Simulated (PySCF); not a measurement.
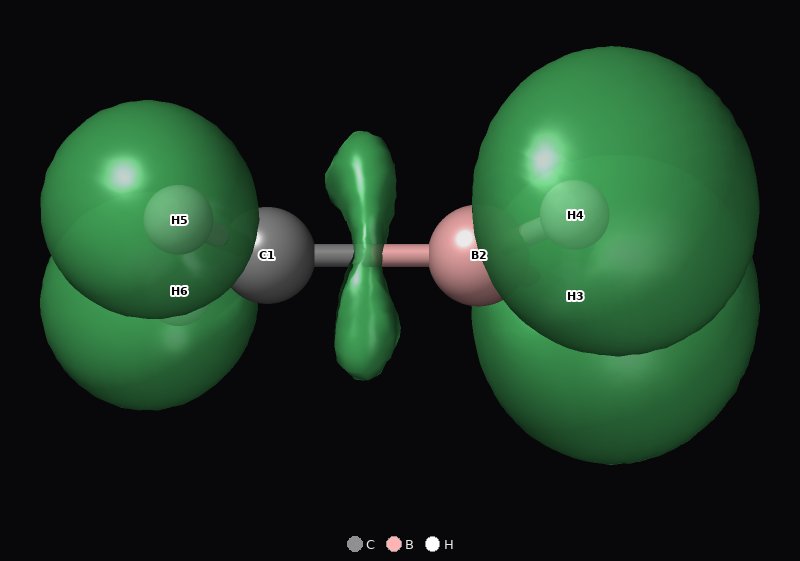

CH4B (SMILES [BH2-]=C) (charge −1). Isosurface of the ELF at 0.9 (green), seen from one side. Core shells and regions of very low density are left out.

Geometry: PBE0-D4/def2-SVPD; the highest occupied orbital lies above zero, a sign that basis and functional describe the outermost electron poorly.

Method: Gaussian-basis quantum chemistry of an isolated molecule with PySCF, energy and nuclear gradient, functional PBE0 in PySCF 2.14.0.

```yaml
atoms:
  - { symbol: C, position_ang: [-0.0496, 0.1886, -1.0258] }
  - { symbol: B, position_ang: [-0.9956, 1.2678, -1.2702] }
  - { symbol: H, position_ang: [-1.7832, 1.2540, -2.2249] }
  - { symbol: H, position_ang: [-1.0682, 2.2629, -0.5377] }
  - { symbol: H, position_ang: [0.6611, 0.1772, -0.1835] }
  - { symbol: H, position_ang: [0.0343, -0.7070, -1.6625] }
```

Q: Describe the localisation domains.

A: At this value the surface marks out one region between bonded B–C atoms (shared pairs) and four regions around hydrogen nuclei.

Values along the shortest contacts:
C–B (1.46 Å): the ELF peaks at about 0.95 between the atoms; localised, covalent bonding. C–H (1.10 Å): the ELF climbs to about 1 towards the hydrogen, as it does in any bond to H; a covalent bond by its length.
